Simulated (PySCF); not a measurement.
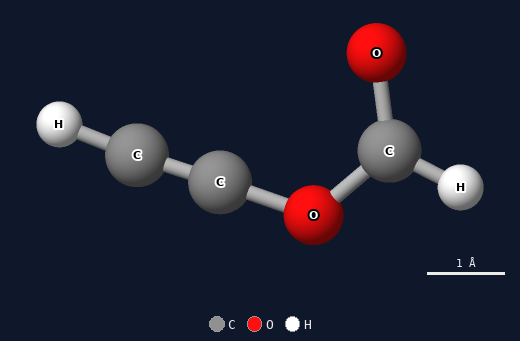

Figure 1. The starting structure (ball-and-stick view, seen at a tilt).

**Geometry relaxation, with input and output: C3H2O2 (part 1 of 2)**

- system: C3H2O2, SMILES C#COC=O
- method: HF/jun-cc-pV(D+d)Z, RHF (PySCF 2.14.0)

The geometry: force field.

### What the program printed
```
#|     Arguments passed to driver run_optimizer():      |#
customengine              <pyscf.geomopt.geometric_solver.PySCFEngine object>
maxiter                   100
----------------------------------------------------------
Custom engine selected.
Bonds will be generated from interatomic distances less than 1.20 times sum of covalent radii
21 internal coordinates being used (instead of 21 Cartesians)
Internal coordinate system (atoms numbered from 1):
Distance 1-2
Distance 1-6
Distance 2-3
Distance 3-4
Distance 4-5
Distance 4-7
Angle 2-3-4
Angle 3-4-7
Angle 5-4-7
LinearAngleX 2-1-6
LinearAngleY 2-1-6
LinearAngleX 1-2-3
LinearAngleY 1-2-3
Out-of-Plane 4-3-5-7
Dihedral 2-3-4-5
Dihedral 2-3-4-7
Translation-X 1-7
Translation-Y 1-7
Translation-Z 1-7
Rotation-A 1-7
Rotation-B 1-7
Rotation-C 1-7
<class 'geometric.internal.Distance'> : 6
<class 'geometric.internal.Angle'> : 3
<class 'geometric.internal.LinearAngle'> : 4
<class 'geometric.internal.OutOfPlane'> : 1
<class 'geometric.internal.Dihedral'> : 2
<class 'geometric.internal.TranslationX'> : 1
<class 'geometric.internal.TranslationY'> : 1
<class 'geometric.internal.TranslationZ'> : 1
<class 'geometric.internal.RotationA'> : 1
<class 'geometric.internal.RotationB'> : 1
<class 'geometric.internal.RotationC'> : 1
> ===== Optimization Info: ====
> Job type: Energy minimization
> Maximum number of optimization cycles: 100
> Initial / maximum trust radius (Angstrom): 0.100 / 0.300
> Convergence Criteria:
> Will converge when all 5 criteria are reached:
>  |Delta-E| < 1.00e-06
>  RMS-Grad  < 3.00e-04
>  Max-Grad  < 4.50e-04
>  RMS-Disp  < 1.20e-03
>  Max-Disp  < 1.80e-03
> === End Optimization Info ===

Geometry optimization cycle 1
Cartesian coordinates (Angstrom)
 Atom        New coordinates             dX        dY        dZ
   C  -1.042800  -0.056300   1.594600    0.000000  0.000000  0.000000
   C  -0.124000   0.000300   0.876200    0.000000 -0.000000  0.000000
   O   0.933700   0.021300   0.095200    0.000000  0.000000  0.000000
   C   0.822200   0.006400  -1.235500   -0.000000  0.000000  0.000000
   O  -0.320200  -0.046300  -1.837700    0.000000  0.000000  0.000000
   H  -1.958700  -0.008700   2.199100    0.000000  0.000000  0.000000
   H   1.751100   0.015300  -1.737600   -0.000000  0.000000  0.000000

WARN: Mole.unit (angstrom) is changed to Bohr

converged SCF energy = -264.40253128494
--------------- DFRHF_Scanner gradients ---------------
         x                y                z
0 C     0.0614322596    -0.0048468565    -0.0415153232
1 C    -0.0353591700     0.0015696784     0.0374020486
2 O    -0.0123307356    -0.0018991461     0.0040296277
3 C     0.1812485460     0.0109894563     0.0549479005
4 O    -0.1480296527    -0.0080758638    -0.0739007439
5 H    -0.0249031506     0.0039110230     0.0127024077
6 H    -0.0220580968    -0.0016482913     0.0063340826
----------------------------------------------
cycle 1: E = -264.402531285  dE = -264.403  norm(grad) = 0.270372
Step    0 : Gradient = 1.022e-01/1.897e-01 (rms/max) Energy = -264.4025312849
Hessian Eigenvalues: 2.30000e-02 3.17502e-02 5.00000e-02 ... 6.32029e-01 6.93261e-01 1.22892e+00

Geometry optimization cycle 2
Cartesian coordinates (Angstrom)
 Atom        New coordinates             dX        dY        dZ
   C  -1.062679  -0.039222   1.606630   -0.019879  0.017078  0.012030
   C  -0.145811   0.002711   0.852857   -0.021811  0.002411 -0.023343
   O   0.911633   0.013779   0.077167   -0.022067 -0.007521 -0.018033
   C   0.742240  -0.024183  -1.236286   -0.079960 -0.030583 -0.000786
   O  -0.211755  -0.037720  -1.906674    0.108445  0.008580 -0.068974
   H  -1.903203  -0.016798   2.243493    0.055497 -0.008098  0.044393
   H   1.730875   0.033432  -1.682887   -0.020225  0.018132  0.054713
converged SCF energy = -264.423893812385
--------------- DFRHF_Scanner gradients ---------------
         x                y                z
0 C    -0.0076381375    -0.0036163681     0.0085278605
1 C     0.0056403174     0.0032158459    -0.0073425911
2 O     0.0150370013     0.0018681458    -0.0205756300
3 C    -0.0351163792    -0.0109253447     0.0412258050
4 O     0.0248701278     0.0043143245    -0.0149632928
5 H     0.0046976605     0.0013353572    -0.0048746367
6 H    -0.0074905902     0.0038080394    -0.0019975150
----------------------------------------------
cycle 2: E = -264.423893812  dE = -0.0213625  norm(grad) = 0.0702034
Step    1 : Displace = 7.121e-02/1.288e-01 (rms/max) Trust = 1.000e-01 (=) Grad = 2.653e-02/5.525e-02 (rms/max) E (change) = -264.4238938124 (-2.136e-02) Quality = 0.865
Hessian Eigenvalues: 2.29997e-02 3.20879e-02 5.00000e-02 ... 6.31447e-01 7.69918e-01 1.23165e+00

Geometry optimization cycle 3
Cartesian coordinates (Angstrom)
 Atom        New coordinates             dX        dY        dZ
   C  -1.090677  -0.034222   1.543898   -0.027998  0.004999 -0.062732
   C  -0.147746   0.004423   0.814888   -0.001935  0.001712 -0.037968
   O   0.939176   0.019789   0.078249    0.027544  0.006010  0.001082
   C   0.812215  -0.015704  -1.251300    0.069975  0.008479 -0.015014
   O  -0.272328  -0.032735  -1.581517   -0.060573  0.004985  0.325157
   H  -1.934908  -0.029327   2.167343   -0.031706 -0.012529 -0.076149
   H   1.755568   0.019777  -1.817262    0.024693 -0.013655 -0.134375
converged SCF energy = -264.409086558901
--------------- DFRHF_Scanner gradients ---------------
         x                y                z
0 C    -0.0211309415    -0.0028480198     0.0158675026
1 C     0.0042826130     0.0026028622    -0.0062536963
2 O    -0.0512360390    -0.0007111111    -0.0455135350
3 C    -0.0325976669    -0.0075061907    -0.0425070228
4 O     0.0857253623     0.0051740815     0.0939263937
5 H     0.0086663118     0.0008175039    -0.0070176704
6 H     0.0062903603     0.0024708739    -0.0085019718
----------------------------------------------
cycle 3: E = -264.409086559  dE = 0.0148073  norm(grad) = 0.157589
Step    2 : Displace = 1.451e-01/3.316e-01 (rms/max) Trust = 1.414e-01 (+) Grad = 5.956e-02/1.273e-01 (rms/max) E (change) = -264.4090865589 (+1.481e-02) Quality = -1.280
Rejecting step - quality is lower than -1.0
Hessian Eigenvalues: 2.29997e-02 3.20879e-02 5.00000e-02 ... 6.31447e-01 7.69918e-01 1.23165e+00

Geometry optimization cycle 4
Cartesian coordinates (Angstrom)
 Atom        New coordinates             dX        dY        dZ
   C  -1.075696  -0.037605   1.577212    0.014981 -0.003383  0.033314
   C  -0.145275   0.003033   0.838135    0.002472 -0.001390  0.023247
   O   0.927856   0.016673   0.081414   -0.011320 -0.003116  0.003165
   C   0.784145  -0.022011  -1.244836   -0.028071 -0.006306  0.006464
   O  -0.256395  -0.035657  -1.750632    0.015933 -0.002922 -0.169115
   H  -1.923849  -0.021568   2.205502    0.011059  0.007759  0.038159
   H   1.750513   0.029135  -1.752494   -0.005055  0.009358  0.064767
converged SCF energy = -264.426334494322
--------------- DFRHF_Scanner gradients ---------------
         x                y                z
0 C    -0.0096101502    -0.0032709504     0.0088990975
1 C     0.0025582313     0.0028768702    -0.0027265766
2 O    -0.0135378626     0.0011835267    -0.0228154612
3 C    -0.0100595261    -0.0099887475    -0.0004179071
4 O     0.0268130125     0.0044288922     0.0266299591
5 H     0.0041008918     0.0011616791    -0.0041444836
6 H    -0.0002645968     0.0036087296    -0.0054246281
----------------------------------------------
cycle 4: E = -264.426334494  dE = -0.0172479  norm(grad) = 0.0513462
Step    3 : Displace = 7.256e-02/1.628e-01 (rms/max) Trust = 7.071e-02 (x) Grad = 1.941e-02/3.805e-02 (rms/max) E (change) = -264.4263344943 (-2.441e-03) Quality = 0.312
Hessian Eigenvalues: 2.29998e-02 3.16960e-02 5.00000e-02 ... 6.27884e-01 1.00207e+00 1.22238e+00

Geometry optimization cycle 5
Cartesian coordinates (Angstrom)
 Atom        New coordinates             dX        dY        dZ
   C  -1.072782  -0.037763   1.587861    0.002913 -0.000158  0.010649
   C  -0.149747   0.006139   0.845276   -0.004473  0.003106  0.007141
   O   0.919324   0.031862   0.083862   -0.008532  0.015189  0.002448
   C   0.779027   0.048260  -1.263901   -0.005118  0.070271 -0.019065
   O  -0.262769  -0.044111  -1.815549   -0.006374 -0.008454 -0.064917
   H  -1.920247  -0.039353   2.235814    0.003602 -0.017785  0.030312
   H   1.768494  -0.033033  -1.719063    0.017980 -0.062168  0.033431
converged SCF energy = -264.42622088973
--------------- DFRHF_Scanner gradients ---------------
         x                y                z
0 C     0.0050468637    -0.0022002133    -0.0027524099
1 C    -0.0035284493     0.0010634999     0.0037406841
2 O    -0.0033796428    -0.0075867824    -0.0021012926
3 C     0.0272827908     0.0302235074     0.0065330541
4 O    -0.0236589931    -0.0123115410    -0.0068423094
5 H    -0.0034370240     0.0009861793     0.0019538909
6 H     0.0016744547    -0.0101746499    -0.0005316172
----------------------------------------------
cycle 5: E = -264.42622089  dE = 0.000113605  norm(grad) = 0.0521604
Step    4 : Displace = 4.886e-02/7.284e-02 (rms/max) Trust = 7.071e-02 (=) Grad = 1.971e-02/4.124e-02 (rms/max) E (change) = -264.4262208897 (+1.136e-04) Quality = -0.034
Hessian Eigenvalues: 2.30047e-02 4.99998e-02 5.00000e-02 ... 7.05867e-01 7.33290e-01 1.22220e+00

Geometry optimization cycle 6
Cartesian coordinates (Angstrom)
 Atom        New coordinates             dX        dY        dZ
   C  -1.071622  -0.032324   1.594348    0.001161  0.005440  0.006487
   C  -0.150880   0.004274   0.848661   -0.001133 -0.001865  0.003384
   O   0.914874   0.025258   0.085425   -0.004450 -0.006603  0.001564
   C   0.764952   0.017481  -1.263440   -0.014075 -0.030779  0.000461
   O  -0.246709  -0.040179  -1.856236    0.016059  0.003933 -0.040687
   H  -1.912506  -0.035253   2.247556    0.007741  0.004100  0.011742
   H   1.763191  -0.007258  -1.702014   -0.005303  0.025775  0.017049
converged SCF energy = -264.428037894273
--------------- DFRHF_Scanner gradients ---------------
         x                y                z
0 C     0.0039623315    -0.0017614567    -0.0020349740
1 C    -0.0018715664     0.0012344777     0.0012740834
2 O     0.0040868905    -0.0032301033     0.0016905850
3 C     0.0025909265     0.0123793875     0.0083711941
4 O    -0.0070925195    -0.0049859456    -0.0102917193
5 H    -0.0019585532     0.0007262026     0.0011256523
6 H     0.0002824907    -0.0043625622    -0.0001348214
----------------------------------------------
cycle 6: E = -264.428037894  dE = -0.001817  norm(grad) = 0.0222592
Step    5 : Displace = 2.513e-02/4.422e-02 (rms/max) Trust = 2.443e-02 (-) Grad = 8.413e-03/1.517e-02 (rms/max) E (change) = -264.4280378943 (-1.817e-03) Quality = 0.793
Hessian Eigenvalues: 2.30035e-02 4.99998e-02 5.00000e-02 ... 6.29873e-01 1.02814e+00 1.22153e+00

Geometry optimization cycle 7
Cartesian coordinates (Angstrom)
 Atom        New coordinates             dX        dY        dZ
   C  -1.074112  -0.027228   1.584144   -0.002491  0.005095 -0.010204
   C  -0.147097   0.000514   0.843764    0.003783 -0.003760 -0.004897
   O   0.921837   0.017133   0.086381    0.006962 -0.008125  0.000956
   C   0.768448  -0.001745  -1.259379    0.003497 -0.019226  0.004061
   O  -0.252880  -0.039318  -1.818539   -0.006170  0.000860  0.037697
   H  -1.913385  -0.031239   2.231881   -0.000879  0.004014 -0.015675
   H   1.758489   0.013883  -1.713952   -0.004702  0.021141 -0.011938
converged SCF energy = -264.428544321742
--------------- DFRHF_Scanner gradients ---------------
         x                y                z
0 C    -0.0019487262    -0.0013369163     0.0022073728
1 C     0.0008147377     0.0012331459    -0.0016936659
2 O    -0.0007396546    -0.0008551681    -0.0021569826
3 C    -0.0063544943     0.0013300356    -0.0014410972
4 O     0.0074798437    -0.0003287780     0.0045169353
5 H     0.0012164701     0.0004854977    -0.0011800171
6 H    -0.0004681764    -0.0005278169    -0.0002525452
----------------------------------------------
cycle 7: E = -264.428544322  dE = -0.000506427  norm(grad) = 0.0120746
Step    6 : Displace = 2.082e-02/3.828e-02 (rms/max) Trust = 3.455e-02 (+) Grad = 4.564e-03/8.744e-03 (rms/max) E (change) = -264.4285443217 (-5.064e-04) Quality = 0.911
Hessian Eigenvalues: 2.30093e-02 4.99991e-02 5.00000e-02 ... 6.87103e-01 1.09440e+00 1.22334e+00

Geometry optimization cycle 8
Cartesian coordinates (Angstrom)
 Atom        New coordinates             dX        dY        dZ
   C  -1.074320  -0.024016   1.584726   -0.000207  0.003212  0.000582
   C  -0.146860  -0.001469   0.845880    0.000238 -0.001983  0.002116
   O   0.921787   0.014719   0.087209   -0.000049 -0.002414  0.000828
   C   0.771595  -0.010666  -1.262222    0.003146 -0.008922 -0.002843
   O  -0.258543  -0.038527  -1.823635   -0.005663  0.000792 -0.005096
   H  -1.915371  -0.030468   2.235324   -0.001986  0.000771  0.003443
   H   1.763011   0.022427  -1.712982    0.004522  0.008543  0.000970
converged SCF energy = -264.428521718774
--------------- DFRHF_Scanner gradients ---------------
         x                y                z
0 C     0.0014534328    -0.0008511982    -0.0007101108
1 C    -0.0007707117     0.0009012125     0.0004843036
2 O    -0.0005775708     0.0005518192     0.0010971094
3 C     0.0098900733    -0.0031471387     0.0021036784
4 O    -0.0093676994     0.0009916565    -0.0037164711
5 H    -0.0009152735     0.0002982596     0.0005253217
6 H     0.0002877492     0.0012553890     0.0002161688
----------------------------------------------
cycle 8: E = -264.428521719  dE = 2.2603e-05  norm(grad) = 0.0149808
Step    7 : Displace = 6.465e-03/9.883e-03 (rms/max) Trust = 4.886e-02 (+) Grad = 5.662e-03/1.059e-02 (rms/max) E (change) = -264.4285217188 (+2.260e-05) Quality = -0.208
Hessian Eigenvalues: 2.30013e-02 4.99976e-02 5.00000e-02 ... 1.04035e+00 1.10265e+00 1.22297e+00

Geometry optimization cycle 9
Cartesian coordinates (Angstrom)
 Atom        New coordinates             dX        dY        dZ
   C  -1.074560  -0.023684   1.585101   -0.000241  0.000332  0.000375
   C  -0.147212  -0.001575   0.845815   -0.000352 -0.000106 -0.000065
   O   0.920931   0.015723   0.086684   -0.000856  0.001005 -0.000525
   C   0.769213  -0.006509  -1.261969   -0.002382  0.004157  0.000253
   O  -0.254418  -0.038842  -1.825842    0.004125 -0.000315 -0.002208
   H  -1.914080  -0.031690   2.236312    0.001291 -0.001223  0.000988
   H   1.761426   0.018577  -1.711800   -0.001585 -0.003849  0.001182
converged SCF energy = -264.428602381719
--------------- DFRHF_Scanner gradients ---------------
         x                y                z
0 C     0.0005647910    -0.0007376923    -0.0000515448
1 C    -0.0003437482     0.0007259003    -0.0000200226
2 O     0.0000233172     0.0000347643     0.0001035073
3 C     0.0009186177    -0.0010779373     0.0001506819
4 O    -0.0008521350     0.0003676012    -0.0003600398
5 H    -0.0003354917     0.0002668350     0.0001259439
6 H     0.0000246490     0.0004205287     0.0000514742
```
